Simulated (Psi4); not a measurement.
# CH4Si (SMILES C[SiH]) at BLYP/def2-TZVP

What is the energy change on altering one bond length of CH4Si at BLYP/def2-TZVP? 

The results are computed with Psi4 1.11.

1 further run of the same task is left out (set aside as unsound or not needed).

### Step 1. The molecule

The species is CH4Si (6 atoms), meant as a singlet with charge 0. SMILES: `C[SiH]`. The coordinates come from a PBE0-D4/def2-TZVP relaxation.

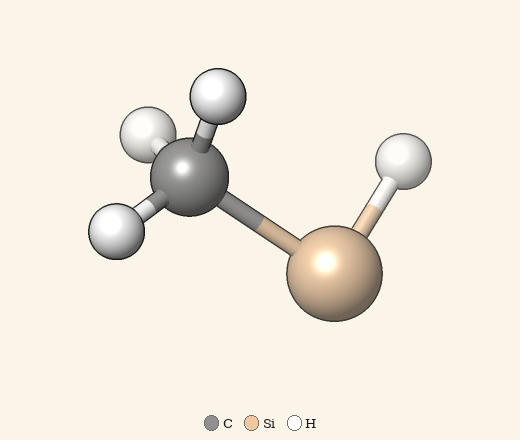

Viewed from a chosen angle; carbon grey, silicon light orange, hydrogen white.

### Step 2. Energy and forces at BLYP/def2-TZVP

Input file ch4si.xyz:

```xyz
6
CH4Si
C     -0.093500    -0.366000    -0.370300
Si     0.917300     0.209800     1.122300
H     -1.156900    -0.410100    -0.102200
H      0.215000    -1.335600    -0.763000
H     -0.024000     0.382000    -1.170800
H      0.142200     1.520000     1.284000
```

Input file ch4si.py:

```python
import psi4

psi4.set_memory('2200 MB')
psi4.set_num_threads(1)
psi4.set_output_file('psi4.out', False)

with open('ch4si.xyz') as f:
    atoms = ''.join(f.readlines()[2:])
molecule = psi4.geometry('0 1\n' + atoms + 'symmetry c1')

psi4.set_options({
    'basis': 'def2-TZVP',
    'reference': 'rks',
    'puream': True,
    'e_convergence': 1e-09,
    'd_convergence': 1e-08,
    'scf_type': 'pk',
    'dft_radial_points': 99,
    'dft_spherical_points': 590,
})

e = psi4.gradient("blyp", molecule=molecule)
print('gradient / Eh bohr^-1')
print(e.np.round(6))
```

The run is started by

```console
python ch4si.py
```

psi4.out:

```text
[...]
  Running in c1 symmetry.
[...]
  Nuclear repulsion =   48.603693658180966
[...]
  Multiplicity = 1
[...]
  Nalpha       = 12
  Nbeta        = 12
[...]
    Number of basis functions: 92
[...]
   @RKS iter   1:  -329.47333777260252   -6.15663e-02   1.06706e-02 DIIS/ADIIS
[...]
   @RKS iter  12:  -329.93363613096858   -1.65983e-11   7.28550e-09 DIIS
[...]
    Orbital Energies [Eh]
    ---------------------
    Doubly Occupied:
       1A    -65.469261     2A     -9.891251     3A     -5.051902
       4A     -3.477349     5A     -3.467366     6A     -3.463942
       7A     -0.628796     8A     -0.421353     9A     -0.362954
      10A     -0.361093    11A     -0.270744    12A     -0.189228
[...]
  @RKS Final Energy:  -329.93363613096858
   => Energetics <=
    Nuclear Repulsion Energy =             48.6036936581809655
    One-Electron Energy =                -551.1240283393182153
    Two-Electron Energy =                 200.3365976728576356
    DFT Exchange-Correlation Energy =     -27.7498991226889657
    Empirical Dispersion Energy =           0.0000000000000000
    VV10 Nonlocal Energy =                  0.0000000000000000
    Total Energy =                       -329.9336361309685799
[...]
 Multipole Moments:
 ------------------------------------------------------------------------------------
     Multipole            Electronic (a.u.)      Nuclear  (a.u.)        Total (a.u.)
 ------------------------------------------------------------------------------------
 L = 1.  Multiply by 2.5417464519 to convert [e a0] to [Debye]
 Dipole X            :          2.5354782           -2.7843295           -0.2488513
 Dipole Y            :         -0.0927152            0.0109674           -0.0817478
 Dipole Z            :          2.6028514           -2.9256978           -0.3228464
 Magnitude           :                                                    0.4157397
[...]
  -Total Gradient:
     Atom            X                  Y                   Z
    ------   -----------------  -----------------  -----------------
       1        0.000893071342     0.001073289331     0.001757407290
       2       -0.005176293010    -0.000148227747    -0.005564800752
       3        0.003828483380     0.000348813550    -0.000400495594
       4       -0.000766665046     0.003228532606     0.001574073158
       5        0.000093953581    -0.002267554946     0.003103978032
       6        0.001126765868    -0.002235893555    -0.000471688607
[...]
```

The script printed:

```text
gradient / Eh bohr^-1
[[ 8.930e-04  1.073e-03  1.757e-03]
 [-5.176e-03 -1.480e-04 -5.565e-03]
 [ 3.828e-03  3.490e-04 -4.000e-04]
 [-7.670e-04  3.229e-03  1.574e-03]
 [ 9.400e-05 -2.268e-03  3.104e-03]
 [ 1.127e-03 -2.236e-03 -4.720e-04]]
```

It took 20 s on 1 thread of AMD EPYC 7R43 (Zen 3), shared host; peak memory 1.2 GiB.

### Step 3. The distorted shape, same level

Input file input.in:

```
memory 2200 mb

molecule {
  0 1
  C      1.182545    -0.313081    -0.692011
  Si     2.193345     0.262719     0.800589
  H     -1.156900    -0.410100    -0.102200
  H      1.491045    -1.282681    -1.084711
  H      1.252045     0.434919    -1.492511
  H      1.418245     1.572919     0.962289
  symmetry c1
}

set reference rks
set puream true
set e_convergence 1e-09
set d_convergence 1e-08
set scf_type pk
set dft_radial_points 99
set dft_spherical_points 590

e_tot, wfn = gradient('blyp/def2-TZVP', return_wfn=True)
oeprop(wfn, 'LOWDIN_CHARGES', 'MULLIKEN_CHARGES', 'WIBERG_LOWDIN_INDICES', title='BLYP')
print_variables()
```

The run is started by

```console
psi4 input.in input.out -n 1
```

input.out, shortened:

```text
[...]
  Running in c1 symmetry.
[...]
  Nuclear repulsion =   45.863788213687393
[...]
  Multiplicity = 1
[...]
  Nalpha       = 12
  Nbeta        = 12
[...]
    Number of basis functions: 92
[...]
   @RKS iter   1:  -328.95342445277345    2.68022e-01   1.21458e-02 ADIIS/DIIS
[...]
   @RKS iter  18:  -329.78746598020984   -1.53761e-10   6.37365e-09 DIIS
[...]
  @RKS Final Energy:  -329.78746598020984
   => Energetics <=
    Nuclear Repulsion Energy =             45.8637882136873927
    One-Electron Energy =                -545.3022537530530371
    Two-Electron Energy =                 197.2138353884344895
    DFT Exchange-Correlation Energy =     -27.5628358292786722
    Empirical Dispersion Energy =           0.0000000000000000
    VV10 Nonlocal Energy =                  0.0000000000000000
    Total Energy =                       -329.7874659802098449
[...]
 Multipole Moments:
 ------------------------------------------------------------------------------------
     Multipole            Electronic (a.u.)      Nuclear  (a.u.)        Total (a.u.)
 ------------------------------------------------------------------------------------
 L = 1.  Multiply by 2.5417464519 to convert [e a0] to [Debye]
 Dipole X            :          4.3377677           -3.8703649            0.4674028
 Dipole Y            :          0.0728542           -0.0340717            0.0387825
 Dipole Z            :          2.4965612           -2.6518912           -0.1553300
 Magnitude           :                                                    0.4940616
[...]
  -Total Gradient:
     Atom            X                  Y                   Z
    ------   -----------------  -----------------  -----------------
       1       -0.005253243340    -0.003469864828    -0.016500615301
       2        0.016105408651    -0.001572194723     0.007915798849
       3       -0.034010660696    -0.000106903526     0.009371130815
       4        0.015223536516     0.008093862089     0.001052994150
       5        0.010413908974    -0.002789819666     0.002433760269
       6       -0.002478497311    -0.000154880901    -0.004272613811
[...]
  Mulliken Charges: (a.u.)
   Center  Symbol    Alpha    Beta     Spin     Total
       1     C     3.16156  3.16156  0.00000 -0.32311
       2    SI     6.90546  6.90546  0.00000  0.18908
       3     H     0.53252  0.53252  0.00000 -0.06504
[...]
```

It took 25 s on 1 thread of AMD EPYC 7R43 (Zen 3), shared host; peak memory 1.1 GiB.

### Step 4. Summary of results

Level: BLYP/def2-TZVP.

| quantity | value |
| --- | --- |
| first shape: total energy | -329.93364 Eh |
| first shape: dipole moment | 1.06 D |
| first shape: HOMO energy | -5.15 eV |
| first shape: LUMO energy | -3.27 eV |
| first shape: HOMO–LUMO gap | 1.88 eV |
| first shape: largest force on an atom | 0.391 eV/Å |
| distorted shape: total energy | -329.78747 Eh |
| distorted shape: dipole moment | 1.26 D |
| distorted shape: HOMO energy | -5.60 eV |
| distorted shape: LUMO energy | -4.48 eV |
| distorted shape: HOMO–LUMO gap | 1.11 eV |
| distorted shape: largest force on an atom | 1.814 eV/Å |
| energy change with the C1–H3 bond stretched from 1.098 to 2.415 Å | 3.977 eV |

In words: One bond (distorted shape) is far stretched, which a spin-restricted single reference describes badly; a broken-symmetry solution may lie lower. With the C1–H3 bond stretched from 1.098 to 2.415 Å the energy rises by 3.98 eV (92 kcal/mol). The first shape isn't relaxed at this level, so the change isn't measured from a minimum. A restricted reference can't describe the breaking bond well at this length. The largest force (first shape) is 0.39 eV/Å: the shape isn't a stationary point for this species at this level. Mulliken charges (distorted shape) run from -0.32 on C1 to +0.19 on Si2.
